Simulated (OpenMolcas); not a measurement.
AlH (SMILES [AlH]): methods side by side

AlH has 2 atoms, charge 0, and is taken as a singlet. As SMILES, `[AlH]`. Geometry: relaxed at PBE0-D4/def2-TZVP.

```csv
atom,x (Å),y (Å),z (Å)
Al,0.0000,0.0000,-0.0256
H,0.0000,0.0000,1.6391
```

Each level gives the energy change with the Al1–H2 bond stretched from 1.665 to 2.824 Å (eV). The values are calculated.

| level | kind | program | value (eV) | less FCI/6-311G | CPU time (all runs) |
| --- | --- | --- | --- | --- | --- |
| HF/6-311G (restricted) | Hartree–Fock | OpenMolcas | 1.98 | +0.55 | 3 s |
| SVWN5/6-311G (restricted) | LDA | OpenMolcas | 1.60 | +0.17 | 5.1 s |
| PBE/6-311G (restricted) | GGA | OpenMolcas | 1.59 | +0.16 | 5.8 s |
| B3LYP/6-311G (restricted) | global hybrid | OpenMolcas | 1.70 | +0.27 | 5.8 s |
| ACPF/6-311G (restricted) | coupled cluster or CI | OpenMolcas | 1.41 | -0.02 | 3.3 s |
| CCSD(T)/6-311G (restricted) | coupled cluster or CI | OpenMolcas | 1.43 | 0.00 | 4.1 s |
| CISD/6-311G (restricted) | coupled cluster or CI | OpenMolcas | 1.50 | +0.07 | 3.2 s |
| FCI/6-311G | exact in the basis | OpenMolcas | 1.43 | 0.00 | 4.4 s |

FCI/6-311G is exact within its basis and frozen core, so for wave-function methods in that basis the difference is their error; functionals converge differently with the basis, so for them it is only a difference. Spin-restricted single references rise too steeply as a bond breaks, Hartree–Fock most of all. The first shape isn't each level's own minimum. The values span 1.41 to 1.98 eV. Times are those of the runs behind each value, whatever else they computed, on shared processors of several kinds: orders of magnitude only.

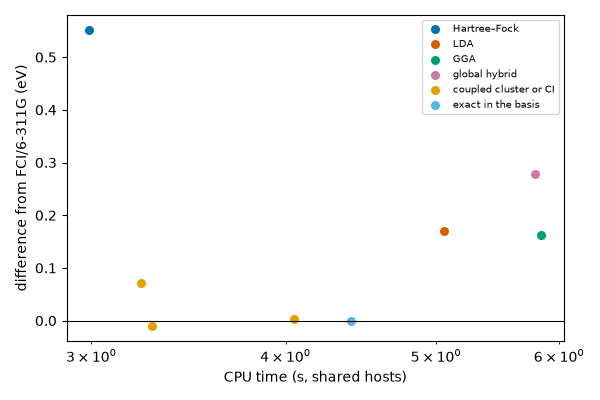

Difference from FCI/6-311G against processor time, one point a level.
